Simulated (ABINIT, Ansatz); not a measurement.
## LiNbO3 (R3c): changed settings of a GW run in ABINIT

Aim: change inputs of a GW run on LiNbO3 (R3c) and see what moves.

Main program and level: ABINIT 10.8.3; PBE and many-body steps on it, plane waves.

**1. The starting structure**

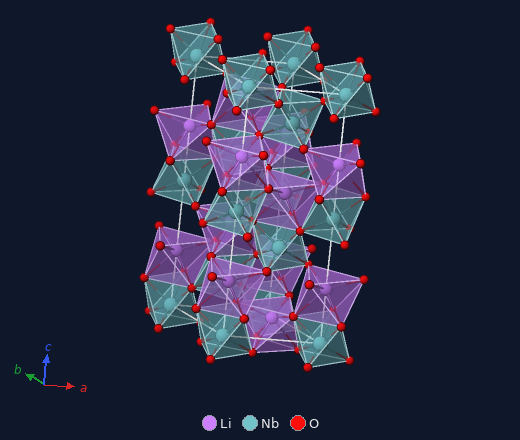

The cell as given, slightly off an axis (lithium purple, niobium teal, oxygen red). This picture shows the conventional cell, with its axes. Some periodic images of atoms are drawn too.

The cell and positions come from the Crystallography Open Database and are kept as given unless a step says otherwise.

**2. Screening, 4×4×4 mesh, 233 bands, screening to 141.5 eV**

This step: ABINIT 10.8.3; RPA screening on PBE, plane waves, norm-conserving pseudopotentials.

The RPA dielectric matrix is built and inverted for each q.

File run.abi:

```
acell 3*1.0 Angstrom
rprim 
  2.575800000019 1.487138823389 4.623000000000
  -2.575800000018 1.487138823389 4.623000000000
  0.000000000000 -2.974277646779 4.623000000000
ntypat 3
znucl 3 41 8
natom 10
typat 1 1 2 2 3 3 3 3 3 3
xred 
  0.281500000000 0.281500000000 0.281500000000
  0.781500000000 0.781500000000 0.781500000000
  0.000055000000 0.000055000000 0.000055000000
  0.500055000000 0.500055000000 0.500055000000
  0.112310000000 0.358360000000 0.719590000000
  0.719590000000 0.112310000000 0.358360000000
  0.358360000000 0.719590000000 0.112310000000
  0.219590000000 0.858360000000 0.612310000000
  0.858360000000 0.612310000000 0.219590000000
  0.612310000000 0.219590000000 0.858360000000
pp_dirpath "pseudos"
pseudos "Li.upf, Nb.upf, O.upf"
ecut 37
ngkpt 4 4 4
nshiftk 1
shiftk 0 0 0
kptopt 1
chksymbreak 0
istwfk *1
occopt 1
irdwfk 1
optdriver 3
nband 233
ecuteps 5.2
inclvkb 2
awtr 1
symchi 1
indata_prefix "in"
outdata_prefix "out"
tmpdata_prefix "tmp"
```

Run with:

```console
$ OMP_NUM_THREADS=1 mpirun -n 16 abinit run.abi > log
```

What it wrote:

```text
.Version 10.8.3 of ABINIT. v10.8.2 released Aug 2026.

 Symmetries : space group R3 c (#161); Bravais hR (rhombohedral)
[... echo of the input left out ...]
== DATASET  1 ==================================================================
-   mpi_nproc: 16, omp_nthreads: 1 (-1 if OMP is not activated)

--- !DatasetInfo
iteration_state: {dtset: 1, }
dimensions: {natom: 10, nkpt: 13, mband: 233, nsppol: 1, nspinor: 1, nspden: 1, mpw: 7739, }
cutoff_energies: {ecut:  37.0, pawecutdg:  -1.0, }
electrons: {nelect:   6.80000000E+01, charge:   0.00000000E+00, occopt:   1.00000000E+00, tsmear:   1.00000000E-02, }

 SCREENING: Calculation of the susceptibility and dielectric matrices

 Based on a program developped by R.W. Godby, V. Olevano, G. Onida, and L. Reining.
 Incorporated in ABINIT by V. Olevano, G.-M. Rignanese, and M. Torrent.
.Using double precision arithmetic ; gwpc =  8

[... cell and pseudopotentials left out ...]
--------------------------------------------------------------------------------

 ==== K-mesh for the wavefunctions ====
 Number of points in the irreducible wedge :    13
[... list of points left out ...]
 Together with  6 symmetry operations and time-reversal symmetry
 yields    64 points in the full Brillouin Zone.

 ==== Q-mesh for the screening function ====
 Number of points in the irreducible wedge :    13
[... list of points left out ...]
 Together with  6 symmetry operations and time-reversal symmetry
 yields    64 points in the full Brillouin Zone.

 setmesh: FFT mesh size selected  =    40x   40x   40
          total number of points  =        64000

 vcoul_init : cutoff-mode = AUXILIARY_FUNCTION
 q-points for optical limit:   1
     1)      0.000010    0.000020    0.000030

- screening: taking advantage of time-reversal symmetry
- Maximum band index for partially occupied states nbvw = 34
- Remaining bands to be divided among processors   nbcw = 199
- Number of bands treated by each node ~12

 Number of electrons calculated from density =   68.0000; Expected =   68.0000
 average of density, n =  0.094836
 r_s =    1.3603
 omega_plasma =   29.7059 [eV]

 calculating chi0 at frequencies [eV] :
  1    0.000000E+00    0.000000E+00
  2    0.000000E+00    2.970588E+01

--------------------------------------------------------------------------------
  q-point number  1        q = ( 0.000000, 0.000000, 0.000000) [r.l.u.]
--------------------------------------------------------------------------------
[... chi0 elements left out ...]
 For q-point:  0.000010 0.000020 0.000030
  dielectric constant =   5.0180
  dielectric constant without local fields =   5.6246

  Average fulfillment of the sum rule on Im[epsilon] for q-point    1 :     70.46  [%]
[... wings left out ...]
  q-point number  2        q = ( 0.250000, 0.000000, 0.000000) [r.l.u.]
--------------------------------------------------------------------------------
[... chi0 elements left out ...]
  Average fulfillment of the sum rule on Im[epsilon] for q-point    2 :     78.30  [%]

 [... 11 further q-points ...]
```

Run time: 6.6 min. Hardware: 16 MPI ranks of Arm Neoverse V2, shared host; peak memory 13 GiB; 1.8 h of CPU time.

Numbers from this step:

| Item | Value |
| --- | --- |
| ε∞ with local fields, on this mesh, along the program's q direction | 5.018 |
| the same without local fields | 5.625 |
| plasma frequency | 29.71 eV |
| plane waves in the screening matrix | 405 |

Local fields lower ε∞ by 11 %.

**3. Base**

The self-energy is evaluated for the states that the input lists, and the levels follow from it, in one-shot runs by the linearised quasiparticle equation.

This step: G0W0 on PBE, plane waves, norm-conserving pseudopotentials.

run.abi, as its differences from that of step 2:

```diff
@@ -31,8 +31,17 @@
 irdwfk 1
-optdriver 3
+optdriver 4
 nband 233
+gwcalctyp 0
+ecutsigx 37
+symsigma 1
+nkptgw 2
+kptgw 
+  0.0000000000 0.0000000000 0.0000000000
+  0.5000000000 0.2500000000 0.0000000000
+bdgw 
+  33 36
+  33 36
 ecuteps 5.2
-inclvkb 2
-awtr 1
-symchi 1
+irdscr 1
+ppmodel 1
 indata_prefix "in"
```

What it wrote:

```text
.Version 10.8.3 of ABINIT. v10.8.2 released Aug 2026.

 Symmetries : space group R3 c (#161); Bravais hR (rhombohedral)
[... echo of the input left out ...]
== DATASET  1 ==================================================================
-   mpi_nproc: 16, omp_nthreads: 1 (-1 if OMP is not activated)

--- !DatasetInfo
iteration_state: {dtset: 1, }
dimensions: {natom: 10, nkpt: 13, mband: 233, nsppol: 1, nspinor: 1, nspden: 1, mpw: 7739, }
cutoff_energies: {ecut:  37.0, pawecutdg:  -1.0, }
electrons: {nelect:   6.80000000E+01, charge:   0.00000000E+00, occopt:   1.00000000E+00, tsmear:   1.00000000E-02, }

 SIGMA: Calculation of the GW corrections

 Based on a program developped by R.W. Godby, V. Olevano, G. Onida, and L. Reining.
 Incorporated in ABINIT by V. Olevano, G.-M. Rignanese, and M. Torrent.
.Using double precision arithmetic ; gwpc =  8

[... cell and pseudopotentials left out ...]
--------------------------------------------------------------------------------

 ==== K-mesh for the wavefunctions ====
 Number of points in the irreducible wedge :    13
[... list of points left out ...]
 Together with  6 symmetry operations and time-reversal symmetry
 yields    64 points in the full Brillouin Zone.

 ==== Q-mesh for screening function ====
 Number of points in the irreducible wedge :    13
[... list of points left out ...]
 Together with  6 symmetry operations and time-reversal symmetry
 yields    64 points in the full Brillouin Zone.

 vcoul_init : cutoff-mode = AUXILIARY_FUNCTION
 q-points for optical limit:   1
     1)      0.000010    0.000020    0.000030
 setmesh: FFT mesh size selected  =    60x   60x   60
          total number of points  =       216000

 Number of electrons calculated from density =   68.0000; Expected =   68.0000
 average of density, n =  0.094836
 r_s =    1.3603
 omega_plasma =   29.7059 [eV]

 === KS Band Gaps ===
  >>>> For spin  1
   Minimum direct gap =   3.6183 [eV], located at k-point      :   0.0000  0.0000  0.0000
   Fundamental gap    =   3.6160 [eV], Top of valence bands at :   0.0000  0.0000  0.0000
                                       Bottom of conduction at :   0.5000  0.2500  0.0000
 SIGMA fundamental parameters:
 PLASMON POLE MODEL  1
 number of plane-waves for SigmaX                 7739
 number of plane-waves for SigmaC and W            405
 number of plane-waves for wavefunctions          7739
 number of bands                                   233
 number of independent spin polarizations            1
 number of spinorial components                      1
 number of k-points in IBZ                          13
 number of q-points in IBZ                          13
 number of symmetry operations                       6
 number of k-points in BZ                           64
 number of q-points in BZ                           64
 number of frequencies for dSigma/dE                 9
 frequency step for dSigma/dE [eV]                0.25
 number of omega for Sigma on real axis              0
 max omega for Sigma on real axis  [eV]           0.00
 zcut for avoiding poles [eV]                     0.10

 EPSILON^-1 parameters (SCR file):
 dimension of the eps^-1 matrix on file            405
 dimension of the eps^-1 matrix used               405
 number of plane-waves for wavefunctions          7739
 number of bands                                   233
 number of q-points in IBZ                          13
 number of frequencies                               2
 number of real frequencies                          1
 number of imag frequencies                          1

 matrix elements of self-energy operator (all in [eV])

 Perturbative Calculation

--- !SelfEnergy_ee
iteration_state: {dtset: 1, }
kpoint     : [   0.000,    0.000,    0.000, ]
spin       : 1
KS_gap     :    3.618
QP_gap     :    5.093
Delta_QP_KS:    1.475
data: !SigmaeeData |
     Band     E0 <VxcDFT>   SigX SigC(E0)      Z dSigC/dE  Sig(E)    E-E0       E
       33   4.475 -19.865 -24.865   4.712   0.775  -0.291 -20.088  -0.223   4.253
       34   4.475 -19.865 -24.865   4.712   0.775  -0.291 -20.088  -0.223   4.253
       35   8.093 -17.114 -11.382  -4.189   0.811  -0.233 -15.862   1.253   9.346
       36   8.093 -17.114 -11.382  -4.189   0.811  -0.233 -15.862   1.253   9.346

--- !SelfEnergy_ee
iteration_state: {dtset: 1, }
kpoint     : [   0.500,    0.250,    0.000, ]
spin       : 1
KS_gap     :    3.727
QP_gap     :    5.225
Delta_QP_KS:    1.498
data: !SigmaeeData |
     Band     E0 <VxcDFT>   SigX SigC(E0)      Z dSigC/dE  Sig(E)    E-E0       E
       33   4.173 -19.692 -24.669   4.630   0.776  -0.289 -19.961  -0.269   3.904
       34   4.364 -19.756 -24.822   4.737   0.775  -0.290 -20.011  -0.255   4.109
       35   8.091 -17.056 -11.284  -4.242   0.812  -0.231 -15.813   1.243   9.334
       36   8.569 -17.473 -11.697  -4.163   0.807  -0.239 -16.171   1.302   9.870

== END DATASET(S) ==============================================================
================================================================================

 -outvars: echo values of variables after computation  --------
           etotal      0.0000000000E+00
            nband         233
             nkpt          13
          spgroup         161
 [... the other variables as echoed above ...]

 Calculation completed.
```

Wall time 44 s (16 MPI ranks); peak memory 7.1 GiB.

This step gave:

| Quantity | Value |
| --- | --- |
| G0W0 gap on the points computed | 5.081 eV |
| starting gap on the mesh | 3.616 eV |
| k of the valence top | 0, 0, 0 |
| k of the conduction bottom | 0.5, 0.25, 0 |
| Z at the valence top | 0.775 |
| Z at the conduction bottom | 0.812 |
| least direct G0W0 gap on the computed points | 5.093 eV |

The gap on the mesh goes from 3.62 eV to 5.08 eV, a correction of +1.47 eV.

**4. Exchange cutoff**

run.abi, as its differences from that of step 3:

```diff
@@ -34,3 +34,3 @@
 gwcalctyp 0
-ecutsigx 37
+ecutsigx 11.1
 symsigma 1
```

What it wrote:

```text
.Version 10.8.3 of ABINIT. v10.8.2 released Aug 2026.

 Symmetries : space group R3 c (#161); Bravais hR (rhombohedral)
[... echo of the input left out ...]
== DATASET  1 ==================================================================
-   mpi_nproc: 16, omp_nthreads: 1 (-1 if OMP is not activated)

--- !DatasetInfo
iteration_state: {dtset: 1, }
dimensions: {natom: 10, nkpt: 13, mband: 233, nsppol: 1, nspinor: 1, nspden: 1, mpw: 7739, }
cutoff_energies: {ecut:  37.0, pawecutdg:  -1.0, }
electrons: {nelect:   6.80000000E+01, charge:   0.00000000E+00, occopt:   1.00000000E+00, tsmear:   1.00000000E-02, }

 SIGMA: Calculation of the GW corrections

 Based on a program developped by R.W. Godby, V. Olevano, G. Onida, and L. Reining.
 Incorporated in ABINIT by V. Olevano, G.-M. Rignanese, and M. Torrent.
.Using double precision arithmetic ; gwpc =  8

[... cell and pseudopotentials left out ...]
--------------------------------------------------------------------------------

 ==== K-mesh for the wavefunctions ====
 Number of points in the irreducible wedge :    13
[... list of points left out ...]
 Together with  6 symmetry operations and time-reversal symmetry
 yields    64 points in the full Brillouin Zone.

 ==== Q-mesh for screening function ====
 Number of points in the irreducible wedge :    13
[... list of points left out ...]
 Together with  6 symmetry operations and time-reversal symmetry
 yields    64 points in the full Brillouin Zone.

 vcoul_init : cutoff-mode = AUXILIARY_FUNCTION
 q-points for optical limit:   1
     1)      0.000010    0.000020    0.000030
 setmesh: FFT mesh size selected  =    48x   48x   48
          total number of points  =       110592

 Number of electrons calculated from density =   68.0000; Expected =   68.0000
[...]
number of omega for Sigma on real axis              0
 max omega for Sigma on real axis  [eV]           0.00
 zcut for avoiding poles [eV]                     0.10

 EPSILON^-1 parameters (SCR file):
 dimension of the eps^-1 matrix on file            405
 dimension of the eps^-1 matrix used               405
 number of plane-waves for wavefunctions          7739
 number of bands                                   233
 number of q-points in IBZ                          13
 number of frequencies                               2
 number of real frequencies                          1
 number of imag frequencies                          1

 matrix elements of self-energy operator (all in [eV])

 Perturbative Calculation

--- !SelfEnergy_ee
iteration_state: {dtset: 1, }
kpoint     : [   0.000,    0.000,    0.000, ]
spin       : 1
KS_gap     :    3.618
QP_gap     :    4.954
Delta_QP_KS:    1.336
data: !SigmaeeData |
     Band     E0 <VxcDFT>   SigX SigC(E0)      Z dSigC/dE  Sig(E)    E-E0       E
       33   4.475 -19.865 -24.522   4.712   0.775  -0.291 -19.822   0.043   4.518
       34   4.475 -19.865 -24.522   4.712   0.775  -0.291 -19.822   0.043   4.518
       35   8.093 -17.114 -11.226  -4.189   0.811  -0.233 -15.735   1.379   9.473
[...]
--- !SelfEnergy_ee
iteration_state: {dtset: 1, }
kpoint     : [   0.500,    0.250,    0.000, ]
spin       : 1
KS_gap     :    3.727
QP_gap     :    5.085
Delta_QP_KS:    1.358
data: !SigmaeeData |
     Band     E0 <VxcDFT>   SigX SigC(E0)      Z dSigC/dE  Sig(E)    E-E0       E
[...]
35   8.091 -17.056 -11.135  -4.242   0.812  -0.231 -15.692   1.364   9.455
       36   8.569 -17.473 -11.518  -4.163   0.807  -0.239 -16.026   1.447  10.015

== END DATASET(S) ==============================================================
================================================================================

 -outvars: echo values of variables after computation  --------
           etotal      0.0000000000E+00
            nband         233
             nkpt          13
          spgroup         161
 [... the other variables as echoed above ...]

 Calculation completed.
```

Run time: 39 s. Hardware: 16 MPI ranks; peak memory 7 GiB.

Numbers from this step:

- G0W0 gap on the points computed: 4.937 eV
- starting gap on the mesh: 3.616 eV
- k of the valence top: 0, 0, 0
- k of the conduction bottom: 0.5, 0.25, 0
- Z at the valence top: 0.775
- Z at the conduction bottom: 0.812
- least direct G0W0 gap on the computed points: 4.955 eV

**5. Side by side**

Times are wall times on 16 MPI ranks of Arm Neoverse V2, shared host, good to a factor of about two. A run's time includes the screening step that it read.

| run | mesh | bands | screening cutoff (eV) | DFT gap (eV) | gap on the mesh (eV) | direct (eV) | ε∞ used | time |
| --- | --- | --- | --- | --- | --- | --- | --- | --- |
| base | 4×4×4 | 233 | 141.5 | 3.616 | 5.081 | 5.093 | 5.02 | 7.3 min |
| exchange cutoff | 4×4×4 | 233 | 141.5 | 3.616 | 4.937 | 4.955 | 5.02 | 7.2 min |

**6. Outcome**

| Quantity | Value |
| --- | --- |
| base | 5.081 eV |
| exchange cutoff | 4.937 eV |
| known limits | not at the basis limit; no spin-orbit coupling |

**Reading.** Exchange cutoff: −0.144 eV against base (keys changed: ecutsigx). Bands and cutoff are finite, so the gap is not at the basis limit. The miss can reach some tenths of an eV and take either sign; the mesh is an error of its own. In the G0W0 runs levels were corrected at 2 k points alone, so a gap called «on the mesh» is the least over those, and an edge elsewhere would be missed. The many-body steps are scalar-relativistic: spin-orbit coupling is not in them.

[Paths, hosts, dates, memory and timing lines, banners, echoed tables and standing remarks are left out of the program output.]

[Logs are printed without paths, hosts, clocks, repeated set-up lines and the standing remarks that a program may print on its own settings, such as how far it seeks lower states.]

[Runs of the session that timed out or met a known fault of the program may be left out.]

[Hosts, paths, dates, database ids (printed as entryN), source tags and the programs' standing remarks are cut or masked in the printed files.]

[G0W0 gaps are taken among the corrected bands and points alone; a level outside them can change the order at an edge.]

[Where Ansatz stands beside ABINIT at settings called matched, ABINIT's density can come from a denser mesh and the files from another edition; pairs whose starting gaps differed by over 0.03 eV were left out, so agreement reads better than it is.]
